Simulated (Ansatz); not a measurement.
# C2H6Ge: taking an electron away

Aim: the vertical ionisation energy of C2H6Ge, as cation minus neutral at the neutral's geometry, on several levels, and how well −ε(HOMO) stands in for it.

The runs use Ansatz 0.2.0, Gaussian basis; unrestricted cation, the program's frozen cores in correlated methods.

The runs, in order: UKS PBE-D4/def2-TZVPP; UKS r2SCAN-D4/def2-TZVPP; UKS PBE0-D4/def2-TZVPP; UKS B3LYP-D4/def2-TZVPP; UKS wB97X-V/def2-TZVPP; UKS wB97M-V/def2-TZVPP; UKS B2PLYP/def2-TZVPP; UHF-CCSD(T)/def2-TZVPP; UHF-MP2/def2-QZVPP; extrapolation to the limit; then −ε(HOMO) from the neutral's earlier runs with LDA (SPW92), PBE-D4, revPBE-D4, BLYP-D4, r2SCAN-D4, B97M-V, PBE0-D4, B3LYP-D4, r2SCANh-D4, r2SCAN0-D4, HSE06-D4, BHLYP-D4, CAM-B3LYP-D4, LC-ωPBE, ωB97X-V, ωB97M-V.

### 1 The geometry

All runs share one geometry, relaxed beforehand with PBE0-D4 in a triple-zeta def2 set.

SMILES `C=[CH][GeH3]`, 9 atoms, charge 0, spin multiplicity 1.

Atoms are counted from 1 here; the program's logs count them from 0.

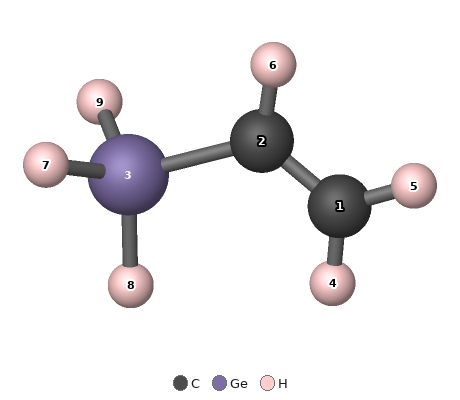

The structure; carbon dark grey, germanium purple, hydrogen pink; atoms are numbered from 1 in the order of the file.

Coordinates:

| atom | x (Å) | y (Å) | z (Å) |
| --- | --- | --- | --- |
| C1 | -0.7714 | 0.8254 | -1.0911 |
| C2 | 0.0639 | 0.7550 | -0.0619 |
| Ge3 | 0.5434 | -0.9139 | 0.7987 |
| H4 | -1.2392 | -0.0591 | -1.5144 |
| H5 | -1.0270 | 1.7721 | -1.5596 |
| H6 | 0.5031 | 1.6739 | 0.3206 |
| H7 | 2.0618 | -1.1508 | 0.7126 |
| H8 | -0.1969 | -2.0609 | 0.0911 |
| H9 | 0.1509 | -0.8883 | 2.2868 |

### 2 Cation, UKS PBE-D4/def2-TZVPP

The input, in.yaml:

```yaml
crystal:
  periodic: [false, false, false]
  atoms:
    - {symbol: C, position_ang: [-0.771401, 0.825445, -1.091141]}
    - {symbol: C, position_ang: [0.063860, 0.755049, -0.061888]}
    - {symbol: Ge, position_ang: [0.543391, -0.913917, 0.798726]}
    - {symbol: H, position_ang: [-1.239228, -0.059102, -1.514401]}
    - {symbol: H, position_ang: [-1.026998, 1.772127, -1.559635]}
    - {symbol: H, position_ang: [0.503131, 1.673927, 0.320650]}
    - {symbol: H, position_ang: [2.061773, -1.150765, 0.712597]}
    - {symbol: H, position_ang: [-0.196937, -2.060911, 0.091120]}
    - {symbol: H, position_ang: [0.150911, -0.888253, 2.286772]}
basis:
  gaussian: {orbitals: def2-TZVPP}
total_charge: 1
magnetization: {spin_polarized: true, initial_magnetization: 1}
hamiltonian: {xc: pbe, dispersion: d4}
```

Started as:

```bash
$ ansatz run in.yaml --threads 2 --pin off --events-out ev --progress --plain --max-ram 31744MiB --backend cpu
```

Further steps of the session: Cation, UKS r2SCAN-D4/def2-TZVPP; Cation, UKS PBE0-D4/def2-TZVPP; Cation, UKS B3LYP-D4/def2-TZVPP; Cation, UKS wB97X-V/def2-TZVPP; Cation, UKS wB97M-V/def2-TZVPP; Cation, UKS B2PLYP (frozen core)/def2-TZVPP; Cation, UHF-CCSD(T)/def2-TZVPP; Cation, UHF-MP2/def2-QZVPP.

Q: Predict the results of all the runs planned. Wanted: ionisation energy, CCSD(T)/CBS; nearest functional by difference; nearest −ε(HOMO); −ε(HOMO) of PBE; T1 of the cation.

The runs gave:

| quantity | value |
| --- | --- |
| ionisation energy, CCSD(T)/CBS | 10.45 eV |
| nearest functional by difference | ωB97X-V (-0.25 eV) |
| nearest −ε(HOMO) | ωB97X-V (-0.17 eV) |
| −ε(HOMO) of PBE | 6.82 eV |
| T1 of the cation | 0.024 |

What this shows: By cation minus neutral, the functionals miss by 0.50 eV at most. −ε(HOMO) of PBE misses by 3.6 eV, since self-interaction lifts the level. Among orbital estimates ωB97X-V comes nearest. Hartree-Fock falls 1.65 eV short, as the neutral has more correlation energy than the cation. Correlated methods include outer-core shells of Ge, which these sets cover unevenly. With outer-core shells in play the reference is unsure by up to some tenths of an eV, so close misses can't be ranked.
